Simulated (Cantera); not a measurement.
Feed: 1 mol CH3SiCl3, 0.7 mol C3H8, 1700 mol H2, 0.67 mol HCl, held at 1.33 mbar.

Method: chemical equilibrium by Gibbs-energy minimisation in Cantera with the NASA 1993 tables (ideal gas, pure condensed phases). Candidate condensed phases: C, C6H6, C7H8, C8H18, Si, SiC; 109 gas species. The feed counts by its element totals alone. The numbers say what is thermodynamically allowed, not how fast it happens.

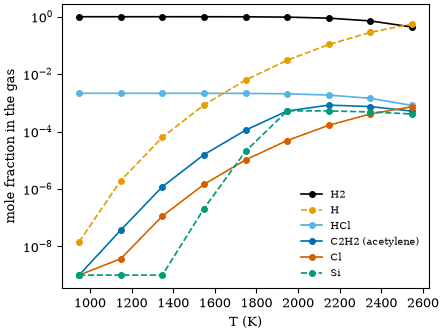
*Equilibrium gas composition (values under 1e-9 drawn at 1e-9)*

### Question
Read off the mole fractions at 2148 K.

### Answer
H2 about 0.89, H about 0.11, HCl about 0.0019, C2H2 (acetylene) about 0.00083, Si about 0.00052, Cl about 0.00017.
